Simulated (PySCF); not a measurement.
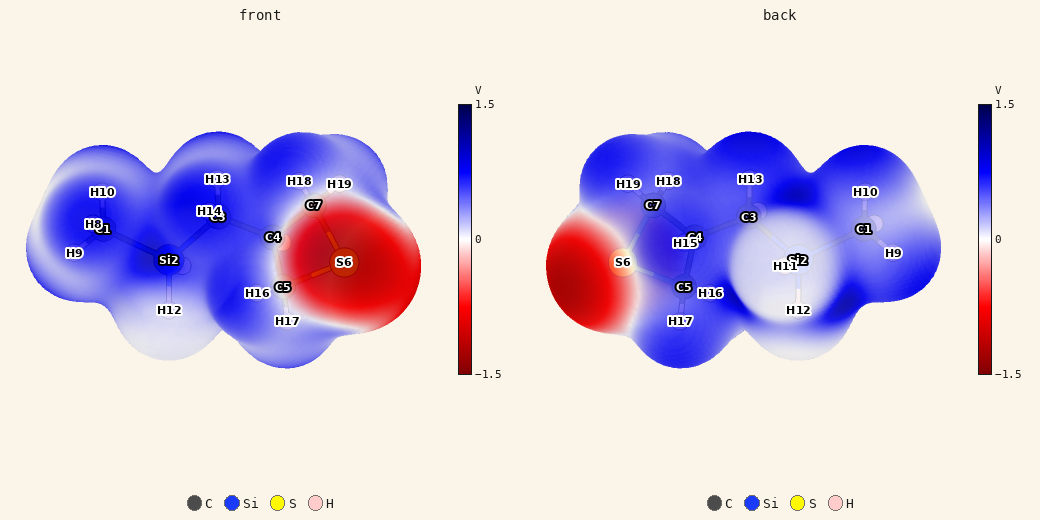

Figure. C5H12SSi. The electrostatic potential painted on the density surface at 0.002 e/bohr³, seen from the front and from behind; red is negative and blue positive.

Geometry: GFN2-xTB.

The calculation used PBE0/pcSseg-1, SCF density, gas phase, non-relativistic in PySCF.

```yaml
atoms:
  - { symbol: C, position_ang: [-3.1373, -0.3966, 0.2438] }
  - { symbol: Si, position_ang: [-1.4072, -0.7434, -0.4509] }
  - { symbol: C, position_ang: [-0.1946, 0.5524, 0.2481] }
  - { symbol: C, position_ang: [1.2204, 0.3811, -0.2742] }
  - { symbol: C, position_ang: [1.9449, -0.8902, 0.1795] }
  - { symbol: S, position_ang: [3.4905, 0.0243, 0.5330] }
  - { symbol: C, position_ang: [2.2592, 1.3572, 0.2960] }
  - { symbol: H, position_ang: [-3.1512, -0.4553, 1.3286] }
  - { symbol: H, position_ang: [-3.8534, -1.1201, -0.1320] }
  - { symbol: H, position_ang: [-3.4916, 0.5914, -0.0366] }
  - { symbol: H, position_ang: [-1.4151, -0.6410, -1.9160] }
  - { symbol: H, position_ang: [-0.9718, -2.0911, -0.0633] }
  - { symbol: H, position_ang: [-0.5383, 1.5565, -0.0114] }
  - { symbol: H, position_ang: [-0.1765, 0.5048, 1.3395] }
  - { symbol: H, position_ang: [1.2183, 0.4377, -1.3658] }
  - { symbol: H, position_ang: [1.5431, -1.3160, 1.0974] }
  - { symbol: H, position_ang: [2.0703, -1.6685, -0.5686] }
  - { symbol: H, position_ang: [1.9759, 1.7837, 1.2575] }
  - { symbol: H, position_ang: [2.6047, 2.1423, -0.3721] }
```

> Describe the electrostatic potential map.

The most negative region (about −1.2 V) lies over S6, the most positive (about +1.0 V) over Si2.
